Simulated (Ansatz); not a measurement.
## Amorphous SiO: valence band and core levels

How wide do site differences make the core lines of amorphous SiO?

Calculated with Ansatz 0.2.0; DFT, LDA, plane-wave PAW, scalar-relativistic; PAW set soft_1.

**1. Set-up**

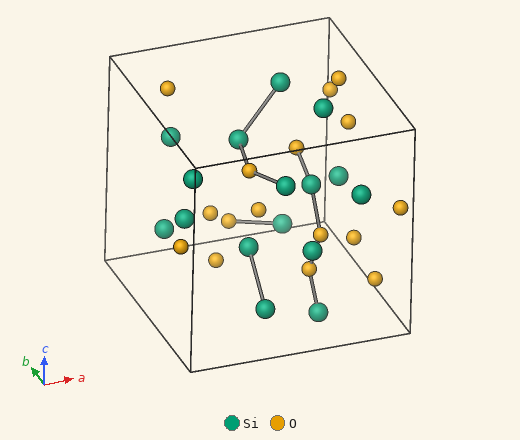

The starting structure, seen slightly off an axis (silicon teal, oxygen orange). Bonds to atoms that aren't drawn are left out. Some periodic images of atoms are drawn too.

The cell holds 30 atoms: 15 Si and 15 O. Its edges and angles: a = 7.993 Å, b = 7.993 Å, c = 7.993 Å, α = 90.0°, β = 90.0°, γ = 90.0°. How the cell was made: glass; density 2.15 g/cm³; hottest run set to 3400 K; random start, relaxed, three short dynamics runs, relaxed.

**2. Relaxing the atoms**

Random starting positions are first pushed apart, with loose settings.

Input file input.yaml:

```yaml
crystal:
  lattice:
    - [7.9933902033, 0.0, 0.0]
    - [0.0, 7.9933902033, 0.0]
    - [0.0, 0.0, 7.9933902033]
  atoms:
    - { symbol: Si, position: [0.0856491671, 0.2368105066, 0.8012744652] }
    - { symbol: Si, position: [0.5821620361, 0.0941286422, 0.4331269402] }
    - { symbol: Si, position: [0.4790512981, 0.1597389146, 0.7345771514] }
    - { symbol: Si, position: [0.1136720199, 0.3912281905, 0.5167401826] }
    - { symbol: Si, position: [0.4306280204, 0.5867985714, 0.7378377873] }
    - { symbol: Si, position: [0.6962159967, 0.292720749, 0.0014900835] }
    - { symbol: Si, position: [0.8917110704, 0.5851629399, 0.4713096652] }
    - { symbol: Si, position: [0.7732770096, 0.0303460077, 0.7069650957] }
    - { symbol: Si, position: [0.2187154246, 0.8298868743, 0.6576522109] }
    - { symbol: Si, position: [0.7587054612, 0.8784801847, 0.1023199219] }
    - { symbol: Si, position: [0.1463345698, 0.6984263449, 0.291978616] }
    - { symbol: Si, position: [0.6236927281, 0.606883788, 0.9705587631] }
    - { symbol: Si, position: [0.3692863061, 0.0848947722, 0.1935275815] }
    - { symbol: Si, position: [0.6798841672, 0.3682818351, 0.5897002868] }
    - { symbol: Si, position: [0.392970444, 0.3488515772, 0.3480197354] }
    - { symbol: O, position: [0.921427462, 0.5629220649, 0.7439102074] }
    - { symbol: O, position: [0.9471406632, 0.8421153871, 0.7440063436] }
    - { symbol: O, position: [0.389854874, 0.7066524111, 0.0881328438] }
    - { symbol: O, position: [0.6653466802, 0.3328566878, 0.1972187683] }
    - { symbol: O, position: [0.9318454233, 0.2438964933, 0.1470643074] }
    - { symbol: O, position: [0.5363164511, 0.9369338457, 0.1260188515] }
    - { symbol: O, position: [0.9998030283, 0.1436369463, 0.5372977244] }
    - { symbol: O, position: [0.1739113494, 0.7678302622, 0.9376310347] }
    - { symbol: O, position: [0.4157019239, 0.8473039702, 0.2367669227] }
    - { symbol: O, position: [0.703889108, 0.3082567557, 0.3718809492] }
    - { symbol: O, position: [0.8727650626, 0.564917845, 0.9648155496] }
    - { symbol: O, position: [0.6861509613, 0.5609786443, 0.6637430302] }
    - { symbol: O, position: [0.5624684694, 0.666376925, 0.3239121955] }
    - { symbol: O, position: [0.390948789, 0.3565715039, 0.7189069302] }
    - { symbol: O, position: [0.8940218566, 0.4011253999, 0.2703608141] }
kpoints:
  mp_grid: { grid: [1, 1, 1] }
scf:
  occupations: { method: fermi_dirac, width: 0.1 }
  n_extra_bands: 21
hamiltonian:
  xc: lda
  pseudopotentials: { kind: paw, azcp: { folder: soft_1 }, xc_functional: pbe }
output:
  forces: true
basis:
  ecutwfc: 320
relax:
  f_tol: 0.2
  max_steps: 25
```

Started as:

```console
> ansatz run input.yaml --threads 8 --pin off --max-ram 23552MiB --backend cpu --events-out ev --progress --plain --runs-dir out
```

Numbers of over 12 decimals in the logs are rounded to 6 here.

What it wrote:

```text
Warning: basis.ecutwfc = 320 eV is below the records' recommended 420 eV, and the density's cutoff is lower with it unless basis.ecutrho_ratio is high enough to keep the records' density cutoff: compare with a run at a higher cutoff
scf.n_extra_bands = 21 over 75 filled bands (N_el = 150.0): the run solves 96 bands
Engine: ansatz 0.2.0, x86_64-unknown-linux-gnu
Pseudopotentials: kind: paw
Pseudopotential: Si, paw, valence charge 4, recommended cutoff 420 eV (normal), soft_1/Si.paw.azcp
Pseudopotential: O, paw, valence charge 6, recommended cutoff 420 eV (normal), soft_1/O.paw.azcp
Functional definition: SPW92
  exchange = slater_x
  correlation = pw_c
Crystal: 30 atoms, lattice volume = 510.732 Å³
Basis set: ecut = 320 eV, 6619 PW (Γ)
Bands: 96, of which v1, the nominal top of the filled ones, is band 75 counted from 1 (74 counted from 0)
Symmetry: 1 space group operations
Space group: P1 (ITA 1), of the structure as read, at distance tolerance 8.0e-5 Å
k-points: 1
Non-local potential: Si, projectors of the file, l = 0: 2, l = 1: 2, l = 2: 1
Non-local potential: O, projectors of the file, l = 0: 2, l = 1: 2, l = 2: 1
PAW form: soft (Blöchl's): semilocal exchange-correlation on the pseudo side does not see the compensation charge
PAW frozen core: Si, regenerated for the run's functional, and the local potential with it (the file was generated under x = pbe(κ = 0.804, μ = 0.219515), c = pbe(β = 0.066725))
PAW frozen core: O, regenerated for the run's functional, and the local potential with it (the file was generated under x = pbe(κ = 0.804, μ = 0.219515), c = pbe(β = 0.066725))
PAW one-centre angular grid: Si, 110 points (default); XC on 64 Gauss nodes
PAW one-centre angular grid: O, 110 points (default); XC on 64 Gauss nodes
Initial density: superposition of atomic densities (chi_scale 0.1, normalization cell), built separately for each of the 2 bonded fragments (scf.initial_density.interfragment_charge_transfer: auto; true builds it for the cell as a whole; a typed value also counts as a typed key of the start: scf.initial_density.chi_scale says what that changes, if anything)
Initial wavefunctions: pseudopotential atomic-orbital guess
Functional: x = slater, c = lda
SCF iter   1: F=—  HF=-17434.350880 eV  |F-HF|=—  |Δ(HF+E_count)|=         —  Δρ=1.71e-1  dr2=3.77e2  ethr=3.10e-3  ⟨swp⟩=8.0  Hψ=492  notcnv=0
preconditioner: auto → LDOS  [metal: Δε(μ)=0.065 eV  Ē_g=7.803 eV  σ=0.100 eV  W_gap=0.16  n_scr=92 (ndim 8)  ℏωp=19.6 eV  f_vac=0.017  D(μ)=17.98/eV (n_scr^D=146)  β→1.0]
SCF iter   2: F=—  HF=-17415.768248 eV  |F-HF|=—  |Δ(HF+E_count)|=    1.86e1  Δρ=1.67e-1  dr2=1.89e2  ethr=3.10e-3  ⟨swp⟩=8.0  Hψ=440  notcnv=0  defer=1
SCF iter   3: F=—  HF=-17403.029826 eV  |F-HF|=—  |Δ(HF+E_count)|=    1.27e1  Δρ=6.33e-2  dr2=3.33e1  ethr=3.10e-3  ⟨swp⟩=4.0  Hψ=256  notcnv=0
[...]
relax step   5: F+E_penalty+E_count = -17425.87738177 eV  Δ(F+E_penalty+E_count) = -6.232e0 eV  max|allowed force component| = 5.007e0 eV/Å  Δτ_max = 0.1950 Å  (7 SCF iters, dr2 threshold 1.00e-4 eV, accepted)
relax step  10: F+E_penalty+E_count = -17449.32012215 eV  Δ(F+E_penalty+E_count) = -2.468e0 eV  max|allowed force component| = 2.233e0 eV/Å  Δτ_max = 0.1920 Å  (7 SCF iters, dr2 threshold 1.00e-4 eV, accepted)
relax step  15: F+E_penalty+E_count = -17456.11371512 eV  Δ(F+E_penalty+E_count) = -9.376e-1 eV  max|allowed force component| = 1.221e0 eV/Å  Δτ_max = 0.1951 Å  (6 SCF iters, dr2 threshold 1.00e-4 eV, accepted)
relax step  20: F+E_penalty+E_count = -17459.45229871 eV  Δ(F+E_penalty+E_count) = -6.169e-1 eV  max|allowed force component| = 5.747e-1 eV/Å  Δτ_max = 0.1948 Å  (6 SCF iters, dr2 threshold 1.00e-4 eV, accepted)
relax step  25: F+E_penalty+E_count = -17460.87111563 eV  Δ(F+E_penalty+E_count) = -2.374e-1 eV  max|allowed force component| = 4.340e-1 eV/Å  Δτ_max = 0.1907 Å  (10 SCF iters, accepted)
Step failed. What follows is not a result of the run: it is the report of the last solve that finished, which converged after 10 SCF iterations.
Free energy (F): -17460.871116 eV
Harris-Foulkes:  -17460.871116 eV  (|F-HF|=2.24e-8)
Internal energy: -17460.795161 eV  (E = F + TS)
E sigma→0 (E₀):  -17460.833138 eV
Entropy (-TS):   -0.075955 eV (-2.532 meV/atom)
Fermi energy:    4.674618 eV
--- Per-component energies (eV) ---
  E_band       = -666.631040
  E_kinetic    = 3192.661222
  E_local      = -10173.152762  (includes V_loc(G=0)·N_el)
  E_nonlocal   = 1137.934456
  E_hartree    = 3975.851748
  E_xc         = -1898.222882
  E_vxc        = -2081.711452  (∫ρ·V_xc dr)
  E_paw        = -9546.113910  (= ΣΔE_a)
  E_vpaw       = -694.097485  (= ΣTr[D̂ρ^β])
  E_aug_tail   = 0.035637  (compensation charges beyond the density's cutoff)
  E_ewald      = -4152.507456
  E_core_change = 2.718784  (= ΣΔE_core)
  E_smearing   = -0.075955  (= −TS)
  E_closure    = 0.000000  (closes the sum)
  Σ components = -17460.871116   (vs F -17460.871116, Δ=0.00e0)
--- Forces (eV/Å), atoms counted from 1 ---
  atom   1  Si     0.03880807    -0.05457281    -0.10270790
  atom   2  Si     0.07815831     0.01176190     0.00250783
  atom   3  Si     0.14680269    -0.04678920    -0.11805410
  atom   4  Si    -0.14092936    -0.00120769     0.29344229
  atom   5  Si     0.03192623    -0.14797801     0.01516553
  atom   6  Si    -0.04077842     0.07179266    -0.04102850
  atom   7  Si     0.33087763     0.17844705     0.08240843
  atom   8  Si    -0.06057658     0.03583299     0.02673693
[...]
atom  27  O     -0.00853850     0.06541590     0.02972927
  atom  28  O      0.09115337     0.00861543     0.02308668
  atom  29  O     -0.06994909     0.05156612     0.02111944
  atom  30  O      0.01941091    -0.18213040    -0.27612354
  max |Σ_I F_I| component: 1.21e-4 eV/Å
End of that report.
Error: geometry relaxation did not converge after 25 steps: max|allowed force component| = 4.34e-1 eV/Å (threshold 2.0e-1). Raise `relax.max_steps` over both its present limit and 25, loosen `relax.f_tol`, or start from a geometry closer to equilibrium. Where this run's directory can be resumed (`checkpoint.write`), a resume goes on for up to `relax.max_steps` more
```

Elapsed: 12 s, on 8 threads of Intel Xeon 6975P-C (Granite Rapids), shared host; peak memory 0.45 GiB.

The run stopped before the relaxation met all its tests.

The program's message: “Error: geometry relaxation did not converge after 25 steps: max|allowed force component| = 4.34e-1 eV/Å (threshold 2.0e-1). Raise `relax.max_steps` over both its present limit and 25, loosen `relax.f_ …”

(Part 1 of 7 ends here.)

[Logs are printed without paths, hosts, clocks, repeated set-up lines and the standing remarks that a program may print on its own settings, such as how far it seeks lower states.]

[Hosts, paths, dates, database ids (printed as entryN), source tags and the programs' standing remarks are cut or masked in the printed files.]

[Maps of the electrostatic potential energy from Ansatz leave out the sawtooth potential of an applied field or a dipole correction, so their vacuum need not be flat; work functions include it.]
